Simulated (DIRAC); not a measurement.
# HF/dyall-v3z (sfX2C, open shell 3 in 4 spinors, resolve yes, uncontracted yes) run of doublet [GaH3]+

Wanted: orbital energies of doublet [GaH3]+. 

Program for the calculation: DIRAC 26.1 (patched).

16 further runs of the same task are left out: 1 that didn't finish, 15 set aside as unsound or not needed.

## Step 1: The system as given

[GaH3]+: 4 atoms, total charge +1, spin state doublet. SMILES of the parent species: `[GaH3]`. Geometry: relaxed at PBE0-D4/def2-TZVP, symmetrised. That shape belongs to the parent species and isn't relaxed for this state.

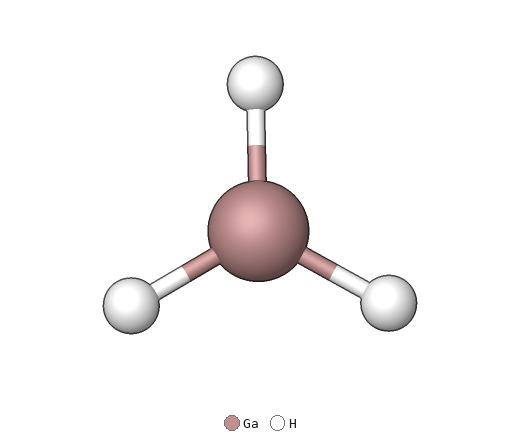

The structure, seen from a chosen angle (gallium pink, hydrogen white).

## Step 2: Orbital energies at HF/dyall-v3z (sfX2C, open shell 3 in 4 spinors, resolve yes, uncontracted yes)

mol.mol reads:

```
INTGRL
GaH3
dyall-v3z
C   2  1           A
       31.    1
Ga       -0.00000000     -0.00000000     -0.00000000
LARGE BASIS dyall.v3z
        1.    3
H1        1.23843876      0.35888076      0.89294372
H2       -0.56605468     -1.46268132     -0.00446275
H3       -0.67238408      1.10380056     -0.88848097
LARGE BASIS dyall.v3z
FINISH
```

job.inp reads:

```
**DIRAC
.WAVE FUNCTION
**HAMILTONIAN
.X2C
.SPINFREE
**INTEGRALS
*READIN
.UNCONTRACT
**WAVE FUNCTION
.SCF
.RESOLVE
*SCF
.CLOSED SHELL
 30
.OPEN SHELL
 1
 3/4
**END OF INPUT
```

Launch:

```sh
pam --inp=job.inp --mol=mol.mol --noarch --mw=163 --aw=368
```

The log of the run:

```text
*************************** Hamiltonian defined ***************************
[...]
 * Number of fermion irreps: 1
[...]
It.    1    -1107.411787091      0.00D+00  0.00D+00  0.00D+00               0.05711299s   Atom. scrpot
[...]
It.   12    -1943.555760609      7.28D-12 -4.81D-08  5.03D-09   DIIS   9    0.85800000s   LL
[...]
* Convergence after   12 iterations.
[...]
                                   TOTAL ENERGY
                                   ------------
   Charge of molecule : 1
   Electronic energy                        :    -1975.5183238347440
   Other contributions to the total energy
   Nuclear repulsion energy                 :       31.9625632254831
[...]
   Total energy                             :    -1943.5557606092609
[...]
  * Closed shell, f = 1.0000
    -384.010366783  ( 2)        -49.583913843  ( 2)        -43.039782263  ( 2)         -6.878718257  ( 2)         -4.824652731  ( 2)
      -1.473134931  ( 2)         -1.464717071  ( 2)         -0.868113762  ( 2)
  * Open shell #1, f = 0.7500
      -0.669340051  ( 2)
  * Virtual eigenvalues, f = 0.0000
      -0.084682393  ( 2)         -0.070378760  ( 2)         -0.048758367  ( 2)         -0.011559728  ( 2)          0.102711889  ( 2)
       0.110777975  ( 2)          0.169701983  ( 2)          0.232116283  ( 2)          0.453670773  ( 2)          0.459330744  ( 2)
[...]
  * Closed shell, f = 1.0000
     -43.039782263  ( 2)         -4.824652731  ( 2)         -1.464717071  ( 2)
  * Open shell #1, f = 0.7500
      -0.669340050  ( 2)
  * Virtual eigenvalues, f = 0.0000
      -0.070378760  ( 2)         -0.011559728  ( 2)          0.110777974  ( 2)          0.232116283  ( 2)          0.404115474  ( 2)
       0.459330743  ( 2)          0.668497230  ( 2)          0.710196891  ( 2)          0.914038392  ( 2)          0.992741600  ( 2)
[...]
  * Closed shell, f = 1.0000
     -43.042546675  ( 2)         -4.828815045  ( 2)         -1.469078180  ( 2)
  * Virtual eigenvalues, f = 0.0000
      -0.192400628  ( 2)         -0.003085745  ( 2)          0.054040014  ( 2)          0.519073328  ( 2)          0.523588296  ( 2)
       0.553347788  ( 2)          0.766069781  ( 2)          1.078258985  ( 2)          1.093839994  ( 2)          2.436776360  ( 2)
[...]
  * Closed shell, f = 1.0000
      -1.469078180  ( 2)
  * Virtual eigenvalues, f = 0.0000
       0.054040014  ( 2)          0.523588295  ( 2)          0.766069781  ( 2)          1.093839996  ( 2)          2.240934446  ( 2)
       2.436776358  ( 2)          2.770886629  ( 2)          2.932274427  ( 2)          3.163796801  ( 2)          7.955449616  ( 2)
[...]
* HOMO - LUMO gap:
    E(LUMO) :    -0.19240063 au (symmetry B1 )
  - E(HOMO) :    -0.66934005 au (symmetry B2 )
  ------------------------------------------
    gap     :     0.47693942 au
[...]
* REACMO: Coefficients read from CHECKPOINT  - Total energy: -1943.55576060925364
[...]
* REACMO: Coefficients read from CHECKPOINT  - Total energy: -1943.55576060925364
[...]
 Level  eigenvalue (eV)  Eigenvalue (cm-1)  A1 3|B2 3|B1 3|A2 3|A1 3|B2 3|B1 3|A2 3|
    1        0.000000009          0.000076     0|   0|   0|   0|   0|   0|   0|   0|
 =====================
Total CPU time :                   0.0328
[...]
```

It took 17 s on 1 thread of Arm Neoverse V1, shared host; peak memory 0.1 GiB.

## Step 3: What came out

Level: HF/dyall-v3z (sfX2C, open shell 3 in 4 spinors, resolve yes, uncontracted yes).

| quantity | value |
| --- | --- |
| total energy | -1943.55576 Eh |
| HOMO energy (partly filled) | -18.21 eV |
| LUMO energy | -5.24 eV |
